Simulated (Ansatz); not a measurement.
## GeB2H6: nudged elastic band

- system: GeB2H6, SMILES B[BH][GeH3]
- method: RKS PBE0-D4/def2-SVP (Ansatz 0.2.0)

It belongs to a series of runs on one base structure; here: band between the two ends. Figures and captions count atoms from 1; the log counts them from 0 in places.

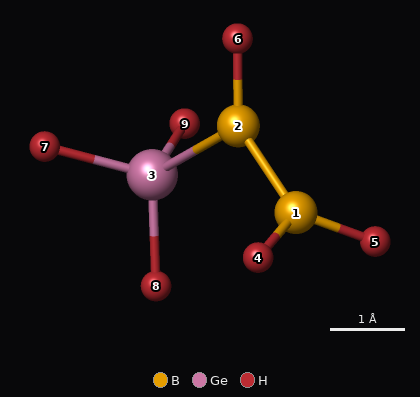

Fig. 1: The starting structure (ball-and-stick view, seen at a tilt; atoms are numbered from 1 in the order of the input). Sticks mark near contacts. Bond lengths as drawn: B–B 1.62 Å, B–Ge 2.08 Å, B–H 1.21 Å and Ge–H 1.54 Å.

Summary

- outcome: converged
- barrier, forward: 0.780 eV
- barrier, backward: 0.780 eV
- hardware: 1 thread of Arm Neoverse V1, 24 GiB of memory available, shared host
- wall time: 2.1 min
- peak memory: 0.27 GiB

Notes

The order of the saddle point was not checked.

Input
```yaml
crystal:
  periodic: [false, false, false]
  atoms:
    - { symbol: B, position_ang: [-0.794588, 0.776721, -1.342776] }
    - { symbol: B, position_ang: [0.251627, 0.887475, -0.107409] }
    - { symbol: Ge, position_ang: [0.473756, -0.879615, 0.966656] }
    - { symbol: H, position_ang: [-0.445018, 0.388146, -2.437728] }
    - { symbol: H, position_ang: [-1.983791, 0.961075, -1.18983] }
    - { symbol: H, position_ang: [0.912991, 1.819983, 0.281941] }
    - { symbol: H, position_ang: [1.948447, -1.329556, 0.895598] }
    - { symbol: H, position_ang: [-0.400586, -2.046479, 0.468119] }
    - { symbol: H, position_ang: [0.125763, -0.62405, 2.44813] }
basis:
  gaussian: { orbitals: def2-SVP }
hamiltonian:
  xc: pbe0
  dispersion: d4
neb:
  order_check: false
  images: 5
  f_tol: 0.03
  max_iterations: 60
  initial_path: idpp
  final_atoms:
    - { symbol: B, position_ang: [-0.80159324, 0.78140724, -1.34216083] }
    - { symbol: B, position_ang: [0.25679758, 0.87819105, -0.11510871] }
    - { symbol: Ge, position_ang: [0.4778655, -0.88393947, 0.96806383] }
    - { symbol: H, position_ang: [-1.98664293, 0.98078336, -1.17689145] }
    - { symbol: H, position_ang: [-0.46868739, 0.3943977, -2.44241529] }
    - { symbol: H, position_ang: [0.93025959, 1.80661757, 0.26413087] }
    - { symbol: H, position_ang: [1.95549002, -1.32526178, 0.9175649] }
    - { symbol: H, position_ang: [-0.38516658, -2.05781824, 0.46631605] }
    - { symbol: H, position_ang: [0.11027845, -0.62067743, 2.44320163] }
```

Command:
```bash
ansatz run input.yaml --threads 1 --pin off --max-ram 2048MiB --backend cpu --events-out ev --progress --plain --runs-dir out
```

What the program printed
```
Engine: ansatz 0.2.0, aarch64-unknown-linux-gnu
Functional definition: PBE0
  parameter a = 0.25
  parameter kappa = 0.804
  parameter beta = 0.06672455060314922
  exchange = (1 - a)*pbe_x(kappa = kappa, mu = beta*pi^2/3) + a*exact_x
  correlation = pbe_c(beta = beta)
998 factors; integrals over basis functions are off by at most 4.3e-4 eV
mean field evaluation 1: about -57947.7526 eV, gradient 2.1e1 eV
mean field evaluation 2: about -57948.1542 eV, gradient 2.0e1 eV
mean field evaluation 4: about -57949.0928 eV, gradient 7.3e-1 eV
mean field evaluation 8: about -57949.1161 eV, gradient 1.6e-2 eV
mean field -57949.11612697 eV, -2129.5907383445 hartree, gradient 4.4e-5 eV, S^2 0.000000; 0 other end points of the search recorded, 0 dependent functions left out
the calculation of the forces begins
reference -57949.11615611 eV, -2129.5907394154 hartree; 24, 24 occupied and 66, 66 virtual orbitals, 998 factors
998 factors; integrals over basis functions are off by at most 4.1e-4 eV
mean field evaluation 16: about -57948.1597 eV, gradient 1.9e1 eV
mean field -57949.11634727 eV, -2129.5907464402 hartree, gradient 4.4e-5 eV, S^2 0.000000; 0 other end points of the search recorded, 0 dependent functions left out
[... from here on the field's lines of each further geometry are left out, up to the last ...]
NEB iter   1: max|band force component| = 3.158e0 eV/Å  barrier→ = 1.2107 eV  barrier← = 1.2107 eV  Δτ_max = 0.1944 Å  (173 SCF iters)
NEB iter   2: max|band force component| = 9.207e-1 eV/Å  barrier→ = 0.8338 eV  barrier← = 0.8339 eV  Δτ_max = 0.0977 Å  (143 SCF iters)
NEB iter   3: max|band force component| = 4.098e-1 eV/Å  barrier→ = 0.7842 eV  barrier← = 0.7843 eV  CI = image 3  Δτ_max = 0.0386 Å  (145 SCF iters)
NEB iter   4: max|band force component| = 1.790e-1 eV/Å  barrier→ = 0.7805 eV  barrier← = 0.7805 eV  CI = image 3  Δτ_max = 0.0589 Å  (152 SCF iters)
NEB iter   5: max|band force component| = 1.048e-1 eV/Å  barrier→ = 0.7802 eV  barrier← = 0.7803 eV  CI = image 3  Δτ_max = 0.0061 Å  (130 SCF iters)
the calculation of the forces begins
reference -57949.02568217 eV, -2129.5874145595 hartree; 24, 24 occupied and 66, 66 virtual orbitals, 998 factors
998 factors; integrals over basis functions are off by at most 4.7e-4 eV
mean field -57948.33972313 eV, -2129.5622060296 hartree, gradient 6.9e-5 eV, S^2 0.000000; 1 other end points of the search recorded, 0 dependent functions left out
the calculation of the forces begins
reference -57948.33975256 eV, -2129.5622071111 hartree; 24, 24 occupied and 66, 66 virtual orbitals, 998 factors
NEB iter   6: max|band force component| = 2.854e-2 eV/Å  barrier→ = 0.7802 eV  barrier← = 0.7803 eV  CI = image 3  Δτ_max = 0.0000 Å  (244 SCF iters)
```

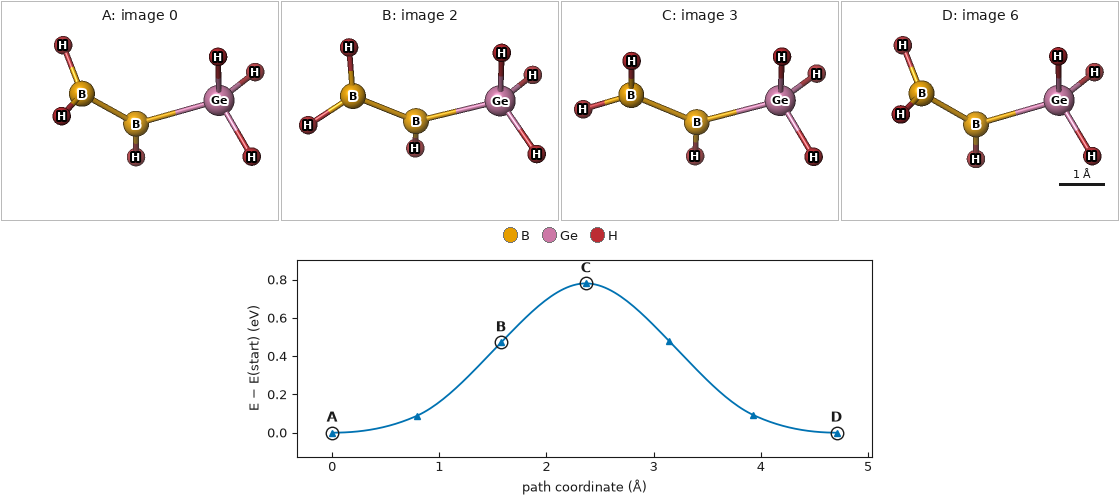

Fig. 2: Images of the last band (counted from 0; ball-and-stick, seen at a tilt) above the energy along the path; the line is a cubic interpolation that uses the forces. The highest image is number 3, 0.780 eV above the start and 0.780 eV above the end (the climbing image); start and end have the same energy. The path is 4.71 Å long. The band converged in 6 iterations.

```
Total energy: -57948.45444482 eV, -2129.5664219739 hartree
Atom 0 at    -0.655359     0.690063    -1.645621 Å, force     0.011014    -0.005283     0.010311 eV/Å
Atom 1 at     0.397594     0.637401    -0.244710 Å, force    -0.011384     0.003130    -0.010105 eV/Å
Atom 2 at     0.286775    -0.782383     1.246425 Å, force     0.000572    -0.001142     0.001562 eV/Å
Atom 3 at    -0.546305     1.545794    -2.495450 Å, force     0.000039     0.002775    -0.000815 eV/Å
Atom 4 at    -1.530767    -0.129263    -1.815206 Å, force    -0.002316     0.002142    -0.002457 eV/Å
Atom 5 at     1.266072     1.470051    -0.098308 Å, force     0.000795    -0.000964     0.000536 eV/Å
Atom 6 at     1.628263    -1.545336     1.352154 Å, force     0.000505    -0.000075    -0.000870 eV/Å
Atom 7 at    -0.831046    -1.828867     1.063718 Å, force     0.000532    -0.001601     0.002203 eV/Å
Atom 8 at     0.073374    -0.103759     2.619699 Å, force     0.000242     0.001020    -0.000364 eV/Å
Dipole moment:     0.007061     0.089952    -0.093374 e Å
this run last wrote the band of iteration 6 to [file]
```

The last band as extended XYZ (Å, eV, eV/Å)
```
9
Properties=species:S:1:pos:R:3:forces:R:3 image=0 energy=-57949.23462
B    -0.7946    0.7767   -1.3428    0.0061   0.0000  -0.0031
B     0.2516    0.8875   -0.1074   -0.0085   0.0004   0.0019
Ge    0.4738   -0.8796    0.9667    0.0053  -0.0056   0.0034
H    -0.4450    0.3881   -2.4377   -0.0021   0.0019   0.0004
H    -1.9838    0.9611   -1.1898   -0.0003   0.0006   0.0010
H     0.9130    1.8200    0.2819    0.0028  -0.0003  -0.0027
H     1.9484   -1.3296    0.8956   -0.0008   0.0018  -0.0018
H    -0.4006   -2.0465    0.4681    0.0006   0.0008   0.0014
H     0.1258   -0.6240    2.4481   -0.0032   0.0005  -0.0005
9
Properties=species:S:1:pos:R:3:forces:R:3 image=1 energy=-57949.14698
B    -0.7315    0.7795   -1.4843    0.0293  -0.0188   0.0012
B     0.2360    0.7453   -0.1651   -0.0207   0.0302   0.0240
Ge    0.4630   -0.9097    1.0648   -0.0058   0.0021  -0.0070
H    -0.3003    0.8313   -2.6152    0.0509  -0.1963  -0.0275
H    -1.9387    0.7356   -1.3873   -0.0412   0.1732   0.0415
H     0.8021    1.7339    0.2487   -0.0632   0.0316   0.0432
H     1.8703   -1.5332    0.9967    0.0245   0.0288  -0.0391
H    -0.5687   -2.0268    0.8137    0.0266  -0.0152  -0.0311
H     0.2563   -0.4021    2.5109   -0.0003  -0.0356  -0.0052
9
Properties=species:S:1:pos:R:3:forces:R:3 image=2 energy=-57948.76271
B    -0.6942    0.7403   -1.5666    0.0478  -0.0064   0.0316
B     0.3309    0.6793   -0.2247   -0.0522   0.0121  -0.0087
Ge    0.4069   -0.8759    1.1406    0.0424  -0.0300  -0.0394
H    -0.3709    1.2588   -2.6112    0.2129  -0.2968  -0.1586
H    -1.8071    0.2651   -1.5556   -0.1855   0.2750   0.1661
H     0.9968    1.6397    0.0968   -0.1831   0.1140   0.1365
H     1.7611   -1.6016    1.2203    0.0528  -0.0268  -0.0138
H    -0.7057   -1.9274    0.9534    0.0491  -0.0339  -0.0473
H     0.1708   -0.2247    2.5297    0.0159  -0.0071  -0.0663
9
Properties=species:S:1:pos:R:3:forces:R:3 image=3 energy=-57948.45442
B    -0.6554    0.6901   -1.6456    0.0110  -0.0053   0.0103
B     0.3976    0.6374   -0.2447   -0.0114   0.0031  -0.0101
Ge    0.2868   -0.7824    1.2464    0.0006  -0.0011   0.0016
H    -0.5463    1.5458   -2.4954    0.0000   0.0028  -0.0008
H    -1.5308   -0.1293   -1.8152   -0.0023   0.0021  -0.0025
H     1.2661    1.4701   -0.0983    0.0008  -0.0010   0.0005
H     1.6283   -1.5453    1.3522    0.0005  -0.0001  -0.0009
H    -0.8310   -1.8289    1.0637    0.0005  -0.0016   0.0022
H     0.0734   -0.1038    2.6197    0.0002   0.0010  -0.0004
9
Properties=species:S:1:pos:R:3:forces:R:3 image=4 energy=-57948.75690
B    -0.5739    0.6315   -1.6615    0.0243   0.0127   0.0464
B     0.4301    0.5906   -0.3017   -0.0067  -0.0273  -0.0431
Ge    0.1710   -0.6631    1.3253   -0.0417   0.0451   0.0263
H    -0.7985    1.6500   -2.2753   -0.2835   0.1549   0.2322
H    -1.1252   -0.3561   -2.0920    0.2775  -0.1456  -0.1963
H     1.4689    1.2142   -0.2724    0.1402  -0.1786  -0.1163
H     1.4977   -1.4612    1.4409   -0.0453   0.0485  -0.0195
H    -0.9528   -1.7040    1.1466   -0.0471   0.0524   0.0291
H    -0.0287    0.0518    2.6728   -0.0178   0.0379   0.0411
9
Properties=species:S:1:pos:R:3:forces:R:3 image=5 energy=-57949.14148
B    -0.4990    0.5700   -1.6677   -0.0074   0.0140   0.0313
B     0.4994    0.5089   -0.3719    0.0340  -0.0204  -0.0203
Ge    0.1070   -0.5883    1.3440   -0.0048   0.0005  -0.0075
H    -1.1027    1.5710   -1.9857   -0.1603  -0.0077   0.1383
H    -0.6959   -0.4015   -2.3648    0.1543   0.0007  -0.1111
H     1.6024    1.0111   -0.3785    0.0420  -0.0647  -0.0396
H     1.3702   -1.4470    1.5887   -0.0310  -0.0085   0.0179
H    -1.0898   -1.5513    1.2202   -0.0275   0.0348   0.0111
H    -0.1031    0.2809    2.5984    0.0006   0.0512  -0.0201
9
Properties=species:S:1:pos:R:3:forces:R:3 image=6 energy=-57949.23468
B    -0.8107    0.7882   -1.3326    0.0066   0.0032   0.0085
B     0.2583    0.8779   -0.1142   -0.0031  -0.0070   0.0004
Ge    0.4836   -0.8885    0.9611   -0.0033   0.0057  -0.0108
H    -1.9938    0.9902   -1.1566   -0.0041   0.0010   0.0018
H    -0.4883    0.4040   -2.4369    0.0032  -0.0018  -0.0040
H     0.9375    1.8032    0.2624   -0.0025   0.0000  -0.0024
H     1.9595   -1.3337    0.8966    0.0046  -0.0032  -0.0008
H    -0.3869   -2.0583    0.4628    0.0014   0.0009   0.0021
H     0.1293   -0.6292    2.4402   -0.0028   0.0012   0.0053
```
